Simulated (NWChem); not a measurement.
Run report: CuCl (charge +1), single-point calculation (part 2 of 2)

CuCl, charge +1, multiplicity 2; HF/STO-3G, UHF (NWChem 7.3.0). The run did not end well. The geometry is that of the parent species in another charge or spin state. The geometry comes from this level: PBE0-D4/def2-TZVP.

Geometry of the input (Å):
```
Cl 0.8983  -0.3452  0.4464
Cu -0.8688  0.2850  -0.4424
```

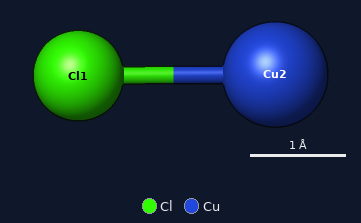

Fig. 1: The structure (ball-and-stick view, seen on its broad side; atoms are numbered from 1 in the order of the input). Sticks mark near contacts.

### The program's output, continued
```
 Vector   15  Occ=1.000000D+00  E=-1.273623D+00
              MO Center=  6.9D-01, -2.7D-01,  3.4D-01, r^2= 9.6D-01
   Bfn.  Coefficient  Atom+Function         Bfn.  Coefficient  Atom+Function
  ----- ------------  ---------------      ----- ------------  ---------------
     6      0.961719  1 Cl s                  2     -0.279521  1 Cl s
     7     -0.151883  1 Cl px

 Vector   16  Occ=1.000000D+00  E=-9.628371D-01
              MO Center= -8.6D-01,  2.8D-01, -4.4D-01, r^2= 2.1D-01
   Bfn.  Coefficient  Atom+Function         Bfn.  Coefficient  Atom+Function
  ----- ------------  ---------------      ----- ------------  ---------------
    25      0.734511  2 Cu d  0              26     -0.557894  2 Cu d  1
    24      0.264916  2 Cu d -1              27     -0.265978  2 Cu d  2

 Vector   17  Occ=1.000000D+00  E=-9.627420D-01
              MO Center= -8.6D-01,  2.8D-01, -4.4D-01, r^2= 2.0D-01
   Bfn.  Coefficient  Atom+Function         Bfn.  Coefficient  Atom+Function
  ----- ------------  ---------------      ----- ------------  ---------------
    27      0.776494  2 Cu d  2              23      0.460360  2 Cu d -2
    25      0.366426  2 Cu d  0              24      0.163730  2 Cu d -1

 Vector   18  Occ=1.000000D+00  E=-8.975701D-01
              MO Center= -8.6D-01,  2.8D-01, -4.4D-01, r^2= 2.0D-01
   Bfn.  Coefficient  Atom+Function         Bfn.  Coefficient  Atom+Function
  ----- ------------  ---------------      ----- ------------  ---------------
    24      0.879404  2 Cu d -1              23     -0.389800  2 Cu d -2
    25     -0.200588  2 Cu d  0

 Vector   19  Occ=1.000000D+00  E=-8.973417D-01
              MO Center= -8.6D-01,  2.8D-01, -4.4D-01, r^2= 2.0D-01
   Bfn.  Coefficient  Atom+Function         Bfn.  Coefficient  Atom+Function
  ----- ------------  ---------------      ----- ------------  ---------------
    23      0.647234  2 Cu d -2              26     -0.508009  2 Cu d  1
    25     -0.478396  2 Cu d  0              24      0.272005  2 Cu d -1

 Vector   20  Occ=1.000000D+00  E=-8.802729D-01
              MO Center= -7.7D-01,  2.5D-01, -3.9D-01, r^2= 5.2D-01
   Bfn.  Coefficient  Atom+Function         Bfn.  Coefficient  Atom+Function
  ----- ------------  ---------------      ----- ------------  ---------------
    26      0.604134  2 Cu d  1              27     -0.524275  2 Cu d  2
    23      0.442704  2 Cu d -2              25      0.225232  2 Cu d  0
    24      0.224082  2 Cu d -1               7      0.172532  1 Cl px

 Vector   21  Occ=1.000000D+00  E=-7.109678D-01
              MO Center=  6.7D-01, -2.6D-01,  3.3D-01, r^2= 1.8D+00
   Bfn.  Coefficient  Atom+Function         Bfn.  Coefficient  Atom+Function
  ----- ------------  ---------------      ----- ------------  ---------------
     7      0.593875  1 Cl px                19     -0.480166  2 Cu s
     6      0.461678  1 Cl s                  9      0.299794  1 Cl pz
    20     -0.219377  2 Cu px                 8     -0.210525  1 Cl py
     3     -0.174106  1 Cl px

 Vector   22  Occ=1.000000D+00  E=-6.668998D-01
              MO Center=  7.8D-01, -3.0D-01,  3.9D-01, r^2= 1.2D+00
   Bfn.  Coefficient  Atom+Function         Bfn.  Coefficient  Atom+Function
  ----- ------------  ---------------      ----- ------------  ---------------
     9      0.866131  1 Cl pz                 7     -0.337115  1 Cl px
     8      0.278128  1 Cl py                 5     -0.235118  1 Cl pz
    22      0.178830  2 Cu pz

 Vector   23  Occ=1.000000D+00  E=-6.668821D-01
              MO Center=  7.8D-01, -3.0D-01,  3.9D-01, r^2= 1.2D+00
   Bfn.  Coefficient  Atom+Function         Bfn.  Coefficient  Atom+Function
  ----- ------------  ---------------      ----- ------------  ---------------
     8      0.881686  1 Cl py                 7      0.381576  1 Cl px
     4     -0.239361  1 Cl py                21      0.181615  2 Cu py

 Vector   24  Occ=0.000000D+00  E=-2.574974D-01
              MO Center= -1.2D+00,  3.9D-01, -5.9D-01, r^2= 2.7D+00
   Bfn.  Coefficient  Atom+Function         Bfn.  Coefficient  Atom+Function
  ----- ------------  ---------------      ----- ------------  ---------------
    19      0.902557  2 Cu s                  7      0.360131  1 Cl px
    20     -0.303040  2 Cu px                 9      0.180612  1 Cl pz
    22     -0.152322  2 Cu pz

 Vector   25  Occ=0.000000D+00  E=-1.361055D-01
              MO Center= -7.8D-01,  2.6D-01, -4.0D-01, r^2= 2.7D+00
   Bfn.  Coefficient  Atom+Function         Bfn.  Coefficient  Atom+Function
  ----- ------------  ---------------      ----- ------------  ---------------
    22      0.897512  2 Cu pz                20     -0.461094  2 Cu px
     9     -0.331627  1 Cl pz                18     -0.199543  2 Cu pz
     7      0.170485  1 Cl px

 Vector   26  Occ=0.000000D+00  E=-1.360414D-01
              MO Center= -7.9D-01,  2.5D-01, -4.0D-01, r^2= 2.7D+00
   Bfn.  Coefficient  Atom+Function         Bfn.  Coefficient  Atom+Function
  ----- ------------  ---------------      ----- ------------  ---------------
    21      0.961410  2 Cu py                 8     -0.355206  1 Cl py
    20      0.260756  2 Cu px                17     -0.213770  2 Cu py
    22      0.163110  2 Cu pz

 Vector   27  Occ=0.000000D+00  E= 7.403900D-02
              MO Center= -4.8D-01,  1.5D-01, -2.5D-01, r^2= 2.8D+00
   Bfn.  Coefficient  Atom+Function         Bfn.  Coefficient  Atom+Function
  ----- ------------  ---------------      ----- ------------  ---------------
    20      1.014766  2 Cu px                 6     -0.686697  1 Cl s
     7      0.688844  1 Cl px                19      0.512238  2 Cu s
    22      0.510343  2 Cu pz                21     -0.361863  2 Cu py
     9      0.346269  1 Cl pz                 8     -0.245933  1 Cl py
    16     -0.168437  2 Cu px

                     UHF Final Beta Molecular Orbital Analysis
                     -----------------------------------------

 Vector   13  Occ=1.000000D+00  E=-3.780963D+00
              MO Center= -8.7D-01,  2.9D-01, -4.4D-01, r^2= 1.8D-01
   Bfn.  Coefficient  Atom+Function         Bfn.  Coefficient  Atom+Function
  ----- ------------  ---------------      ----- ------------  ---------------
    17      1.021448  2 Cu py                13     -0.366269  2 Cu py
    16      0.221031  2 Cu px

 Vector   14  Occ=1.000000D+00  E=-3.780524D+00
              MO Center= -8.7D-01,  2.8D-01, -4.4D-01, r^2= 1.8D-01
   Bfn.  Coefficient  Atom+Function         Bfn.  Coefficient  Atom+Function
  ----- ------------  ---------------      ----- ------------  ---------------
    18      0.939652  2 Cu pz                16     -0.471653  2 Cu px
    14     -0.336934  2 Cu pz                12      0.169122  2 Cu px

 Vector   15  Occ=1.000000D+00  E=-1.283330D+00
              MO Center=  6.9D-01, -2.7D-01,  3.4D-01, r^2= 9.4D-01
   Bfn.  Coefficient  Atom+Function         Bfn.  Coefficient  Atom+Function
  ----- ------------  ---------------      ----- ------------  ---------------
     6      0.965865  1 Cl s                  2     -0.280030  1 Cl s
     7     -0.165071  1 Cl px

 Vector   16  Occ=1.000000D+00  E=-8.012713D-01
              MO Center= -8.6D-01,  2.8D-01, -4.4D-01, r^2= 2.2D-01
   Bfn.  Coefficient  Atom+Function         Bfn.  Coefficient  Atom+Function
  ----- ------------  ---------------      ----- ------------  ---------------
    24      0.860933  2 Cu d -1              23     -0.410171  2 Cu d -2
    25     -0.198556  2 Cu d  0              26      0.160293  2 Cu d  1

 Vector   17  Occ=1.000000D+00  E=-8.008549D-01
              MO Center= -8.5D-01,  2.8D-01, -4.3D-01, r^2= 2.3D-01
   Bfn.  Coefficient  Atom+Function         Bfn.  Coefficient  Atom+Function
  ----- ------------  ---------------      ----- ------------  ---------------
    23      0.632935  2 Cu d -2              26     -0.509747  2 Cu d  1
    25     -0.477919  2 Cu d  0              24      0.301694  2 Cu d -1

 Vector   18  Occ=1.000000D+00  E=-7.949958D-01
              MO Center= -4.2D-01,  1.3D-01, -2.2D-01, r^2= 1.4D+00
   Bfn.  Coefficient  Atom+Function         Bfn.  Coefficient  Atom+Function
  ----- ------------  ---------------      ----- ------------  ---------------
    26      0.536552  2 Cu d  1              27     -0.470868  2 Cu d  2
    23      0.409862  2 Cu d -2               7      0.389503  1 Cl px
    24      0.213485  2 Cu d -1               9      0.196447  1 Cl pz
    25      0.197113  2 Cu d  0               6      0.161694  1 Cl s

 Vector   19  Occ=1.000000D+00  E=-7.411187D-01
              MO Center=  1.8D-01, -8.9D-02,  8.5D-02, r^2= 2.4D+00
   Bfn.  Coefficient  Atom+Function         Bfn.  Coefficient  Atom+Function
  ----- ------------  ---------------      ----- ------------  ---------------
    19      0.584831  2 Cu s                  7     -0.479570  1 Cl px
     6     -0.406942  1 Cl s                 26      0.262115  2 Cu d  1
     9     -0.239898  1 Cl pz                27     -0.224589  2 Cu d  2
    23      0.190901  2 Cu d -2               8      0.173421  1 Cl py

 Vector   20  Occ=1.000000D+00  E=-6.663378D-01
              MO Center=  7.4D-01, -2.9D-01,  3.7D-01, r^2= 1.3D+00
   Bfn.  Coefficient  Atom+Function         Bfn.  Coefficient  Atom+Function
  ----- ------------  ---------------      ----- ------------  ---------------
     9      0.861617  1 Cl pz                 7     -0.393277  1 Cl px
     5     -0.234366  1 Cl pz                22      0.216274  2 Cu pz

 Vector   21  Occ=1.000000D+00  E=-6.661863D-01
              MO Center=  7.4D-01, -2.9D-01,  3.7D-01, r^2= 1.3D+00
   Bfn.  Coefficient  Atom+Function         Bfn.  Coefficient  Atom+Function
  ----- ------------  ---------------      ----- ------------  ---------------
     8      0.901459  1 Cl py                 7      0.309610  1 Cl px
     4     -0.245178  1 Cl py                21      0.226683  2 Cu py

 Vector   22  Occ=1.000000D+00  E=-6.054731D-01
              MO Center= -1.1D+00,  3.8D-01, -5.8D-01, r^2= 2.9D+00
   Bfn.  Coefficient  Atom+Function         Bfn.  Coefficient  Atom+Function
  ----- ------------  ---------------      ----- ------------  ---------------
    19      0.749634  2 Cu s                 20     -0.458338  2 Cu px
     7      0.355046  1 Cl px                22     -0.230331  2 Cu pz
     9      0.179566  1 Cl pz                21      0.163927  2 Cu py

 Vector   23  Occ=0.000000D+00  E=-1.837931D-01
              MO Center= -7.5D-01,  2.4D-01, -3.8D-01, r^2= 2.8D+00
   Bfn.  Coefficient  Atom+Function         Bfn.  Coefficient  Atom+Function
  ----- ------------  ---------------      ----- ------------  ---------------
    22      0.899580  2 Cu pz                20     -0.434611  2 Cu px
     9     -0.368756  1 Cl pz                18     -0.208166  2 Cu pz
     7      0.178174  1 Cl px

 Vector   24  Occ=0.000000D+00  E=-1.837315D-01
              MO Center= -7.5D-01,  2.4D-01, -3.8D-01, r^2= 2.8D+00
   Bfn.  Coefficient  Atom+Function         Bfn.  Coefficient  Atom+Function
  ----- ------------  ---------------      ----- ------------  ---------------
    21      0.951628  2 Cu py                 8     -0.390297  1 Cl py
    20      0.294569  2 Cu px                17     -0.220180  2 Cu py

 Vector   25  Occ=0.000000D+00  E= 3.065674D-02
              MO Center= -3.4D-01,  9.7D-02, -1.8D-01, r^2= 2.6D+00
   Bfn.  Coefficient  Atom+Function         Bfn.  Coefficient  Atom+Function
  ----- ------------  ---------------      ----- ------------  ---------------
    20      0.968794  2 Cu px                 6     -0.709279  1 Cl s
     7      0.689378  1 Cl px                19      0.648002  2 Cu s
    22      0.487227  2 Cu pz                 9      0.347086  1 Cl pz
    21     -0.345579  2 Cu py                 8     -0.245328  1 Cl py
    16     -0.164391  2 Cu px

 Vector   26  Occ=0.000000D+00  E= 3.735738D-01
              MO Center= -8.7D-01,  2.8D-01, -4.4D-01, r^2= 1.9D-01
   Bfn.  Coefficient  Atom+Function         Bfn.  Coefficient  Atom+Function
  ----- ------------  ---------------      ----- ------------  ---------------
    25      0.691872  2 Cu d  0              26     -0.569290  2 Cu d  1
    27     -0.340558  2 Cu d  2              24      0.259722  2 Cu d -1

 Vector   27  Occ=0.000000D+00  E= 3.735940D-01
              MO Center= -8.7D-01,  2.8D-01, -4.4D-01, r^2= 1.9D-01
   Bfn.  Coefficient  Atom+Function         Bfn.  Coefficient  Atom+Function
  ----- ------------  ---------------      ----- ------------  ---------------
    27      0.752178  2 Cu d  2              23      0.442199  2 Cu d -2
    25      0.444232  2 Cu d  0              24      0.183810  2 Cu d -1

 center of mass
 --------------
 x =  -0.44900224 y =   0.11318719 z =  -0.23607518

 moments of inertia (a.u.)
 ------------------
          95.291106538648          89.391905704626        -126.073509664029
          89.391905704626         314.068942425394          44.961533467416
        -126.073509664029          44.961533467416         282.537418225103

  Mulliken analysis of the total density
  --------------------------------------

    Atom       Charge   Shell Charges
 -----------   ------   -------------------------------------------------------
    1 Cl  17    17.14   2.00  2.00  5.99  2.01  5.14
    2 Cu  29    27.86   2.00  2.00  6.00  2.00  5.95  1.13  0.85  7.93

  Mulliken analysis of the alpha density
  --------------------------------------

    Atom       Charge   Shell Charges
 -----------   ------   -------------------------------------------------------
    1 Cl  17     8.53   1.00  1.00  2.99  1.01  2.53
    2 Cu  29    14.47   1.00  1.00  3.00  1.00  2.98  0.28  0.25  4.97

   Mulliken analysis of the beta density
   -------------------------------------

    Atom       Charge   Shell Charges
 -----------   ------   -------------------------------------------------------
    1 Cl  17     8.62   1.00  1.00  2.99  1.01  2.62
    2 Cu  29    13.38   1.00  1.00  3.00  1.00  2.97  0.86  0.59  2.96

   Mulliken analysis of the spin density
   -------------------------------------

    Atom       Charge   Shell Charges
 -----------   ------   -------------------------------------------------------
    1 Cl  17    -0.09   0.00  0.00 -0.00  0.00 -0.09
    2 Cu  29     1.09  -0.00 -0.00 -0.00 -0.00  0.00 -0.58 -0.34  2.00

       Multipole analysis of the density wrt the origin
       ------------------------------------------------

     L   x y z        total         alpha         beta         nuclear
     -   - - -        -----         -----         ----         -------
     0   0 0 0      1.000000    -23.000000    -22.000000     46.000000

     1   1 0 0     -1.979429      8.744549      8.029852    -18.753830
     1   0 1 0      0.658893     -2.039581     -1.830443      4.528917
     1   0 0 1     -1.005832      4.633114      4.264730     -9.903676

     2   2 0 0    -16.215969    -69.631925    -73.741141    127.157097
     2   1 1 0     -0.359208     21.668019     22.440436    -44.467663
     2   1 0 1      0.657188    -31.226583    -32.264598     64.148369
     2   0 2 0    -17.386942    -15.356336    -17.676498     15.645892
     2   0 1 1     -0.187342     10.919113     11.305865    -22.412320
     2   0 0 2    -17.141981    -23.477783    -26.030379     32.366182

 ------------------------------------------------------------------------
 scf energy failed                                                                                  0
 ------------------------------------------------------------------------
 ------------------------------------------------------------------------
  current input line :
    19: task scf energy
 ------------------------------------------------------------------------
 ------------------------------------------------------------------------
 This type of error is most commonly associated with calculations not reaching convergence criteria
 ------------------------------------------------------------------------

0:scf energy failed:Received an Error in Communication
  Errorcode: -1
```

### Outcome

```json
{"quantity": "outcome", "value": "not converged"}
{"quantity": "basis functions", "value": "27"}
{"quantity": "wall time", "value": "11 s"}
{"quantity": "peak memory", "value": "0.097 GiB"}
```

### What went wrong

The run did not converge. Its last values are not results. Notes on the run: scf energy failed.
